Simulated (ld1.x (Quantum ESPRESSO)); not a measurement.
# Ti, TM: a sweep of the radius of the d waves

Aim: generate and test one potential in full, then change the radius of the d waves and see what happens to hardness, ghosts and transferability.

The numbers are computed with ld1.x (Quantum ESPRESSO) 7.5 (PBE, scalar-relativistic, spin-unpolarised reference atom).

1 further run of the same task is left out (it didn't finish).

## Step 1: Starting point

The settings as typed:

* element: titanium (Ti, Z = 22)
* type: norm-conserving Troullier–Martins (Kleinman–Bylander form)
* frozen core: [Ar]
* valence charge: 4
* reference configuration: 3d2 4s1 4p0 (charge +1)
* partial waves: 4s (bound): rc 2.30 bohr; 3d (bound): rc 1.68 bohr; 4p (bound, empty): rc 2.50 bohr
* local potential: the p channel
* core correction: not asked for

## Step 2: Generation of the first potential

File Ti.in:

```
 &input
   title='Ti', zed=22., rel=1, dft='PBE', iswitch=3,
   config='[Ar] 3d2 4s1 4p0',
   nld=3, rlderiv=2.70, eminld=-3.0, emaxld=5.0, deld=0.02
 /
 &inputp
   pseudotype=2, tm=.true., lloc=1,
   nlcc=.false.,
   file_pseudopw='Ti.UPF', file_wfcaegen='ae.wfc', file_wfcncgen='nc.wfc', file_beta='beta', file_chi='chi'
 /
3
4S  1  0   1.00   0.00  2.30  2.30  0.0
3D  3  2   2.00   0.00  1.68  1.68  0.0
4P  2  1   0.00   0.00  2.50  2.50  0.0
 &test
   configts(1)='3d2 4s1 4p0'
 /
```

Command:

```console
$ ld1.x < Ti.in > Ti.out
```

The output, Ti.out (without the banner and most projector matrices):

```text
     Program LD1 v.7.5
     --------------------------- All-electron run ----------------------------

     Ti
     scalar relativistic calculation

     atomic number is 22.00
     dft =PBE   lsd =0 sic =0 latt =0  beta=0.20 tr2=1.0E-14
     Exchange-correlation= PBE
                           (   1   4   3   4   0   0   0)
     mesh =1177 r(mesh) = 100.37945 a.u. xmin = -7.00 dx = 0.01250
     1 Ry =  13.60569312 eV, c = 137.03599908

     n l     nl                  e(Ry)          e(Ha)          e(eV)
     1 0     1S 1( 2.00)      -358.3996      -179.1998     -4876.2746
     2 0     2S 1( 2.00)       -39.9965       -19.9982      -544.1796
     2 1     2P 1( 6.00)       -33.1857       -16.5929      -451.5150
     3 0     3S 1( 2.00)        -5.1389        -2.5694       -69.9180
     3 1     3P 1( 6.00)        -3.3921        -1.6960       -46.1517
     3 2     3D 1( 2.00)        -0.8355        -0.4178       -11.3676
     4 0     4S 1( 1.00)        -0.7608        -0.3804       -10.3506
     4 1     4P 1( 0.00)        -0.4855        -0.2427        -6.6054

     final scf error:  1.2E-15 reached in  22 iterations

     Etot =   -1706.591160 Ry,    -853.295580 Ha,  -23219.355615 eV

     Ekin =    1720.988062 Ry,     860.494031 Ha,   23415.235435 eV
     Encl =   -4046.328095 Ry,   -2023.164047 Ha,  -55053.098335 eV
     Eh   =     702.271483 Ry,     351.135742 Ha,    9554.890290 eV
     Exc  =     -83.522610 Ry,     -41.761305 Ha,   -1136.383006 eV

     normalization and overlap integrals

     s(1S/1S) =  1.000000  <r> =   0.0696  <r2> =    0.0065  r(max) =   0.0455
     s(2S/2S) =  1.000000  <r> =   0.3249  <r2> =    0.1248  r(max) =   0.2682
     s(2P/2P) =  1.000000  <r> =   0.2899  <r2> =    0.1037  r(max) =   0.2196
     s(3S/3S) =  1.000000  <r> =   1.0073  <r2> =    1.1705  r(max) =   0.8685
     s(3P/3P) =  1.000000  <r> =   1.0858  <r2> =    1.3890  r(max) =   0.9016
     s(3D/3D) =  1.000000  <r> =   1.5190  <r2> =    3.0301  r(max) =   0.9841
     s(4S/4S) =  1.000000  <r> =   3.1899  <r2> =   11.5793  r(max) =   2.7427
     s(4P/4P) =  1.000000  <r> =   3.9472  <r2> =   17.8085  r(max) =   3.3500

     ------------------------ End of All-electron run ------------------------

     --------------------- Generating NC pseudopotential ---------------------

      Generating local pot.: lloc=1, matching radius rcloc =   2.5000

      Wfc   4S  rcut= 2.302  Using Troullier-Martins method

      Wfc   3D  rcut= 1.664  Using Troullier-Martins method

     ------------------- End of pseudopotential generation -------------------

     [... the all-electron block is printed once more ...]


     Computing logarithmic derivative in   2.69185
     Computing logarithmic derivative in   2.69185
     Computing the partial wave expansion
     R is outside the sphere for l=    0 j= 0.00
       no projector for channel:   1
     R is outside the sphere for l=    2 j= 0.00

     ---------------------- Testing the pseudopotential ----------------------

     Ti
     scalar relativistic calculation

     atomic number is 22.00   valence charge is  4.00
     dft =PBE   lsd =0 sic =0 latt =0  beta=0.20 tr2=1.0E-14
     mesh =1177 r(mesh) = 100.37945 xmin = -7.00 dx = 0.01250

     n l     nl             e AE (Ry)        e PS (Ry)    De AE-PS (Ry)
     3 2     3D   1( 2.00)       -0.83550       -0.83550        0.00000
     1 0     4S   1( 1.00)       -0.76075       -0.76075        0.00000
     2 1     4P   1( 0.00)       -0.48549       -0.48549       -0.00000

     eps = 9.0E-15  iter =  8

     Etot =   -1706.591160 Ry,    -853.295580 Ha,  -23219.355615 eV
     Etotps =    -6.027753 Ry,      -3.013877 Ha,     -82.011763 eV

     Ekin =      13.427122 Ry,       6.713561 Ha,     182.685306 eV
     Encl =     -11.177335 Ry,      -5.588668 Ha,    -152.075394 eV
     Ehrt =       4.070041 Ry,       2.035021 Ha,      55.375733 eV
     Ecxc =      -1.664611 Ry,      -0.832306 Ha,     -22.648190 eV
     Epseu=     -10.682970 Ry,      -5.341485 Ha,    -145.349218 eV

     ---------------------- End of pseudopotential test ----------------------
```

Wall time 1.2 s (1 thread, shared host). This counts the later configuration tests of the new file too.

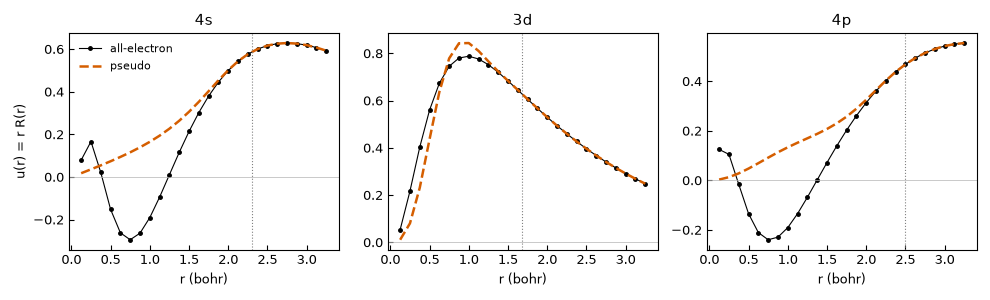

Bound waves of the atom and their pseudo partners (4s, 3d, 4p), with the matching radii dotted. The curves join 26 sampled radii, too few to resolve the innermost nodes.

## Step 3: Transferability test

File Ti.test.in:

```
 &input
   title='Ti', zed=22., rel=1, dft='PBE', iswitch=2,
   config='[Ar] 3d2 4s1 4p0'
 /
 &test
   file_pseudo='Ti.UPF', nconf=8,
   configts(1)='3d2 4s1 4p0',
   configts(2)='3d2 4s2 4p0',
   configts(3)='3d2 4s0 4p0',
   configts(4)='3d1 4s0 4p0',
   configts(5)='3d3 4s0 4p0',
   configts(6)='3d2 4s1.5 4p0',
   configts(7)='3d2 4s1 4p1',
   configts(8)='3d2 4s0 4p1'
 /
```

Command:

```console
$ ld1.x < Ti.test.in > Ti.test.out
```

Ti.test.out, the pseudopotential blocks:

```text
     ---------------------- Testing the pseudopotential ----------------------

     Ti
     scalar relativistic calculation

     atomic number is 22.00   valence charge is  4.00
     dft =PBE   lsd =0 sic =0 latt =0  beta=0.20 tr2=1.0E-14
     mesh =1177 r(mesh) = 100.37945 xmin = -7.00 dx = 0.01250

     n l     nl             e AE (Ry)        e PS (Ry)    De AE-PS (Ry)
     3 2     3D   1( 2.00)       -0.83550       -0.83550        0.00000
     1 0     4S   1( 1.00)       -0.76075       -0.76075        0.00000
     2 1     4P   1( 0.00)       -0.48549       -0.48549       -0.00000

     eps = 7.1E-15  iter = 10

     Etot =   -1706.591160 Ry,    -853.295580 Ha,  -23219.355616 eV
     Etotps =    -6.027753 Ry,      -3.013877 Ha,     -82.011763 eV

     Ekin =      13.427122 Ry,       6.713561 Ha,     182.685306 eV
     Encl =     -11.177335 Ry,      -5.588668 Ha,    -152.075394 eV
     Ehrt =       4.070041 Ry,       2.035021 Ha,      55.375733 eV
     Ecxc =      -1.664611 Ry,      -0.832306 Ha,     -22.648190 eV
     Epseu=     -10.682970 Ry,      -5.341485 Ha,    -145.349217 eV

     ---------------------- End of pseudopotential test ----------------------

     ---------------------- Testing the pseudopotential ----------------------

     Ti
     [...]
     n l     nl             e AE (Ry)        e PS (Ry)    De AE-PS (Ry)
     3 2     3D   1( 2.00)       -0.31302       -0.31065       -0.00237
     1 0     4S   1( 2.00)       -0.32830       -0.32940        0.00111
     2 1     4P   1( 0.00)       -0.10777       -0.10797        0.00020

     eps = 5.0E-15  iter = 16

     Etot =   -1707.131133 Ry,    -853.565567 Ha,  -23226.702321 eV
     Etotps =    -6.569007 Ry,      -3.284504 Ha,     -89.375895 eV
     dEtot_ae =      -0.539973 Ry
     dEtot_ps =      -0.541254 Ry,   Delta E=       0.001281 Ry

     [...]
     ---------------------- End of pseudopotential test ----------------------

     ---------------------- Testing the pseudopotential ----------------------

     Ti
     [...]
     n l     nl             e AE (Ry)        e PS (Ry)    De AE-PS (Ry)
     3 2     3D   1( 2.00)       -1.44648       -1.43778       -0.00871  !
     1 0     4S   1( 0.00)       -1.24186       -1.21172       -0.03015  !
     2 1     4P   1( 0.00)       -0.91224       -0.89020       -0.02204  !

     eps = 3.2E-15  iter = 11

     Etot =   -1705.593615 Ry,    -852.796807 Ha,  -23205.783315 eV
     Etotps =    -5.041376 Ry,      -2.520688 Ha,     -68.591413 eV
     dEtot_ae =       0.997546 Ry
     dEtot_ps =       0.986378 Ry,   Delta E=       0.011168 Ry

     [...]
     ---------------------- End of pseudopotential test ----------------------

     ---------------------- Testing the pseudopotential ----------------------

     Ti
     [...]
     n l     nl             e AE (Ry)        e PS (Ry)    De AE-PS (Ry)
     3 2     3D   1( 1.00)       -2.54976       -2.53728       -0.01248  !
     1 0     4S   1( 0.00)       -1.94362       -1.88024       -0.06337  !
     2 1     4P   1( 0.00)       -1.53584       -1.50729       -0.02855  !

     eps = 5.9E-16  iter =  9

     Etot =   -1703.612957 Ry,    -851.806478 Ha,  -23178.835093 eV
     Etotps =    -3.063151 Ry,      -1.531575 Ha,     -41.676292 eV
     dEtot_ae =       2.978204 Ry
     dEtot_ps =       2.964602 Ry,   Delta E=       0.013601 Ry

     [...]
     ---------------------- End of pseudopotential test ----------------------

     ---------------------- Testing the pseudopotential ----------------------

     Ti
     [...]
     n l     nl             e AE (Ry)        e PS (Ry)    De AE-PS (Ry)
     3 2     3D   1( 3.00)       -0.58982       -0.56041       -0.02941  !
     1 0     4S   1( 0.00)       -0.66089       -0.65307       -0.00782  !
     2 1     4P   1( 0.00)       -0.41316       -0.41116       -0.00200

     eps = 1.0E-16  iter =  9

     Etot =   -1706.587642 Ry,    -853.293821 Ha,  -23219.307744 eV
     Etotps =    -6.012728 Ry,      -3.006364 Ha,     -81.807328 eV
     dEtot_ae =       0.003519 Ry
     dEtot_ps =       0.015026 Ry,   Delta E=      -0.011507 Ry

     [...]
     ---------------------- End of pseudopotential test ----------------------

     ---------------------- Testing the pseudopotential ----------------------

     Ti
     [...]
     n l     nl             e AE (Ry)        e PS (Ry)    De AE-PS (Ry)
     3 2     3D   1( 2.00)       -0.56216       -0.56099       -0.00117
     1 0     4S   1( 1.50)       -0.53778       -0.53933        0.00155
     2 1     4P   1( 0.00)       -0.28871       -0.28938        0.00067

     eps = 7.9E-15  iter = 21

     Etot =   -1706.915276 Ry,    -853.457638 Ha,  -23223.765429 eV
     Etotps =    -6.352438 Ry,      -3.176219 Ha,     -86.429324 eV
     dEtot_ae =      -0.324115 Ry
     dEtot_ps =      -0.324685 Ry,   Delta E=       0.000570 Ry

     [...]
     ---------------------- End of pseudopotential test ----------------------

     ---------------------- Testing the pseudopotential ----------------------

     Ti
     [...]
     n l     nl             e AE (Ry)        e PS (Ry)    De AE-PS (Ry)
     3 2     3D   1( 2.00)       -0.40319       -0.40434        0.00114
     1 0     4S   1( 1.00)       -0.38394       -0.38465        0.00071
     2 1     4P   1( 1.00)       -0.15248       -0.15302        0.00054

     eps = 1.7E-16  iter = 13

     Etot =   -1706.905068 Ry,    -853.452534 Ha,  -23223.626540 eV
     Etotps =    -6.342285 Ry,      -3.171143 Ha,     -86.291189 eV
     dEtot_ae =      -0.313907 Ry
     dEtot_ps =      -0.314532 Ry,   Delta E=       0.000625 Ry

     [...]
     ---------------------- End of pseudopotential test ----------------------

     ---------------------- Testing the pseudopotential ----------------------

     Ti
     [...]
     n l     nl             e AE (Ry)        e PS (Ry)    De AE-PS (Ry)
     3 2     3D   1( 2.00)       -0.91683       -0.91789        0.00106
     1 0     4S   1( 0.00)       -0.81019       -0.80478       -0.00541  !
     2 1     4P   1( 1.00)       -0.53050       -0.52884       -0.00166

     eps = 6.8E-15  iter = 16

     Etot =   -1706.313609 Ry,    -853.156804 Ha,  -23215.579331 eV
     Etotps =    -5.751875 Ry,      -2.875937 Ha,     -78.258241 eV
     dEtot_ae =       0.277552 Ry
     dEtot_ps =       0.275879 Ry,   Delta E=       0.001673 Ry

     [...]
     ---------------------- End of pseudopotential test ----------------------
```

The tests as a table, with energies relative to 3d2 4s1 4p0.

```csv
valence configuration,charge,ΔE all-electron (eV),error AE − PS (meV)
3d2 4s2 4p0,0,-7.347,+17
3d2 4s0 4p0,+2,13.572,+152
3d1 4s0 4p0,+3,40.521,+185
3d3 4s0 4p0,+1,0.048,-157
3d2 4s1.5 4p0,+0.5,-4.410,+7.8
3d2 4s1 4p1,0,-4.271,+8.5
3d2 4s0 4p1,+1,3.776,+23
```

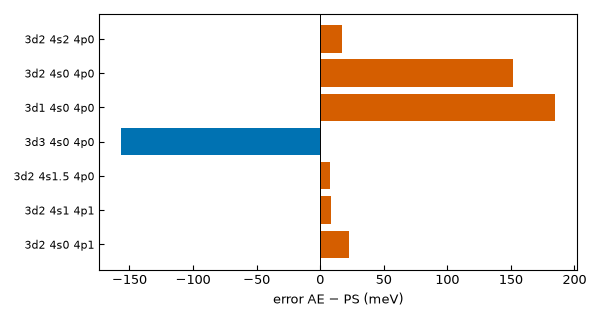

Error of the potential in each test configuration.

## Step 4: Does it scatter like the atom?

Taken from the files of the generation run. The phase is arctan(r·u′/u) with u = r·R, unwrapped, with energies in Ry. A pole is an energy at which the radial function vanishes at the test radius. The pseudo phase is shifted by a multiple of π to meet the all-electron one at the reference energy. Levels narrower than the energy grid can be missing from the poles. The last column is the largest difference on the grid between −1 and +1 Ry.

| channel | radius (bohr) | reference (Ry) | poles AE | poles PS | window around the reference with phases within 0.05 rad (Ry) | largest difference near zero (rad) |
| --- | --- | --- | --- | --- | --- | --- |
| s | 2.69 | -0.76 | 1.58 | 1.85 | below 2.9 | 0.018 |
| p | 2.69 | -0.49 | 2.47 | 1.43 | -3.0 to 0.0 | 0.116 |
| d | 2.69 | -0.84 | -0.60, 3.83 | -0.57 | -1.0 to -0.3 | 0.378 |

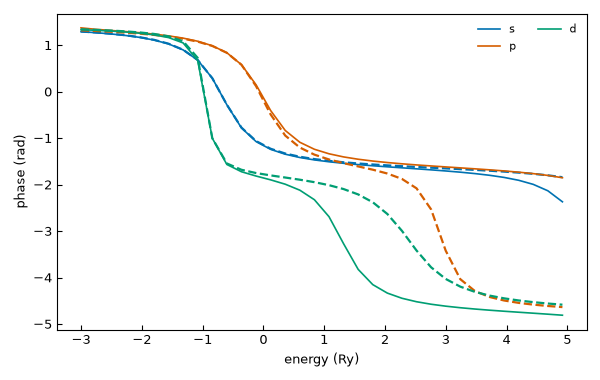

All-electron (solid) and pseudo (dashed) phases against energy.

## Step 5: Plane-wave convergence, by spherical Bessel functions

This step uses the generator's waves and projectors in a separate script. Basis: spherical Bessel functions vanishing at 20 bohr, q² up to the cutoff; potential fixed at the reference.

All-electron valence levels (Ry): 4s -0.7608, 3d -0.8355, 4p -0.4855. The lowest levels of each channel (Ry) by cutoff; the last column sums, over occupied levels, occupation times the distance from the level at 400 Ry. A positive value at high cutoff is not a bound level.

```csv
cutoff (Ry),s #1,s #2,d #1,p #1,f #1,Σ f·Δε (mRy)
8,-9.2620,-0.7562,-0.2245,-0.4777,-0.0642,1226.6
12,-9.5737,-0.7592,-0.2283,-0.4817,-0.0643,1215.9
18,-9.8147,-0.7602,-0.2480,-0.4852,-0.0643,1175.6
25,-9.9048,-0.7604,-0.3027,-0.4853,-0.0643,1066.0
35,-9.9473,-0.7607,-0.5436,-0.4854,-0.0643,583.8
40,-9.9582,-0.7607,-0.6687,-0.4854,-0.0643,333.7
50,-9.9684,-0.7607,-0.7896,-0.4855,-0.0643,91.9
60,-9.9779,-0.7608,-0.8240,-0.4855,-0.0643,23.0
70,-9.9789,-0.7608,-0.8336,-0.4855,-0.0643,3.8
80,-9.9816,-0.7608,-0.8351,-0.4855,-0.0643,0.8
100,-9.9829,-0.7608,-0.8354,-0.4855,-0.0643,0.2
400,-9.9841,-0.7608,-0.8355,-0.4855,-0.0643,0.0
```

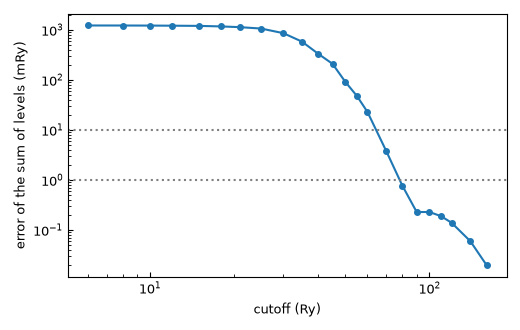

Occupation-weighted error of the valence levels against the cutoff; the dotted lines mark 10 and 1 mRy.

The sum stays within 10 mRy from 70 Ry and within 1 mRy from 80 Ry. The sum leaves out empty levels, which can need more. Ghost test: ghost state, bound below the all-electron valence or empty levels of the same l: s at -135.8 eV.

## Step 6: Variant: radius of the d waves (bohr) = 1.88

Changes to Ti.in since step 2:

```diff
@@ -12,3 +12,3 @@
 4S  1  0   1.00   0.00  2.30  2.30  0.0
-3D  3  2   2.00   0.00  1.68  1.68  0.0
+3D  3  2   2.00   0.00  1.88  1.88  0.0
 4P  2  1   0.00   0.00  2.50  2.50  0.0
```

Command:

```console
$ ld1.x < Ti.in > Ti.out
```

Output in Ti.out (without the banner and most projector matrices):

```text
     Program LD1 v.7.5
     [... all-electron run as in step 2 ...]


     --------------------- Generating NC pseudopotential ---------------------

      Generating local pot.: lloc=1, matching radius rcloc =   2.5000

      Wfc   4S  rcut= 2.302  Using Troullier-Martins method

      Wfc   3D  rcut= 1.885  Using Troullier-Martins method

     ------------------- End of pseudopotential generation -------------------

     [... all-electron run as in step 2 ...]


     Computing logarithmic derivative in   2.69185
     Computing logarithmic derivative in   2.69185
     Computing the partial wave expansion
     R is outside the sphere for l=    0 j= 0.00
       no projector for channel:   1
     R is outside the sphere for l=    2 j= 0.00

     ---------------------- Testing the pseudopotential ----------------------

     Ti
     scalar relativistic calculation

     atomic number is 22.00   valence charge is  4.00
     dft =PBE   lsd =0 sic =0 latt =0  beta=0.20 tr2=1.0E-14
     mesh =1177 r(mesh) = 100.37945 xmin = -7.00 dx = 0.01250

     n l     nl             e AE (Ry)        e PS (Ry)    De AE-PS (Ry)
     3 2     3D   1( 2.00)       -0.83550       -0.83550        0.00000
     1 0     4S   1( 1.00)       -0.76075       -0.76075        0.00000
     2 1     4P   1( 0.00)       -0.48549       -0.48549       -0.00000

     eps = 7.9E-15  iter =  6

     Etot =   -1706.591160 Ry,    -853.295580 Ha,  -23219.355615 eV
     Etotps =    -6.005401 Ry,      -3.002700 Ha,     -81.707642 eV

     Ekin =      12.736641 Ry,       6.368320 Ha,     173.290829 eV
     Encl =     -11.003915 Ry,      -5.501957 Ha,    -149.715890 eV
     Ehrt =       4.045202 Ry,       2.022601 Ha,      55.037779 eV
     Ecxc =      -1.658027 Ry,      -0.829013 Ha,     -22.558605 eV
     Epseu=     -10.125302 Ry,      -5.062651 Ha,    -137.761756 eV

     ---------------------- End of pseudopotential test ----------------------
```

Wall time 1.2 s (1 thread, shared host). (Generation and the later configuration tests together.)

The new file went through the configuration test as well (its log is not shown).

The tests as a table, with energies relative to 3d2 4s1 4p0.

| valence configuration | charge | ΔE all-electron (eV) | error AE − PS (meV) |
| --- | --- | --- | --- |
| 3d2 4s2 4p0 | 0 | -7.347 | +18 |
| 3d2 4s0 4p0 | +2 | 13.572 | +152 |
| 3d1 4s0 4p0 | +3 | 40.521 | +234 |
| 3d3 4s0 4p0 | +1 | 0.048 | -128 |
| 3d2 4s1.5 4p0 | +0.5 | -4.410 | +7.8 |
| 3d2 4s1 4p1 | 0 | -4.271 | +8.6 |
| 3d2 4s0 4p1 | +1 | 3.776 | +23 |

With this change the loose cutoff goes from 70 Ry to 55 Ry, the largest test error goes from +185 to +234 meV and a bound ghost remains (s).

## Step 7: Results

Cutoffs, loose and tight: the cutoffs (Ry, on a coarse ladder) from which the occupation-weighted sum of valence levels, in a spherical-Bessel basis at the reference potential, stays within 10 and 1 mRy of its value at 400 Ry; empty and scattering waves don't count. The number of plane waves in a given cell goes as the cutoff to the power 3/2; it is given for the loose cutoff, relative to the first potential. Test errors are all-electron less pseudo. The phase difference is the largest within 1 Ry of zero, over the channels with partial waves.

```csv
radius of the d waves (bohr),outcome,"cutoff, loose","cutoff, tight","plane waves, relative",bound ghosts,largest test error (meV),phase difference near zero (rad)
1.68 (first),generated,70 Ry,80 Ry,1.00,s,+185,0.378
1.88,generated,55 Ry,70 Ry,0.70,s,+234,0.379
```

In words: The loose cutoff is 70 Ry at 1.68 and 55 Ry at 1.88. The largest test error is 185 meV at 1.68 and 234 meV at 1.88. Every potential shown has a bound ghost; this setting does not remove it.

The first potential by itself. It has a bound ghost (s), a state that the atom doesn't have, and that rules the file out. By total energies transferability is poor: the largest error is 185 meV on 40.5 eV, for 3d1 4s0 4p0. The potential is of middling hardness: the looser tolerance needs 70 Ry. The slowest occupied level is 3d: taken alone it needs 80 Ry to come within 1 mRy, against 15 Ry for 4s.
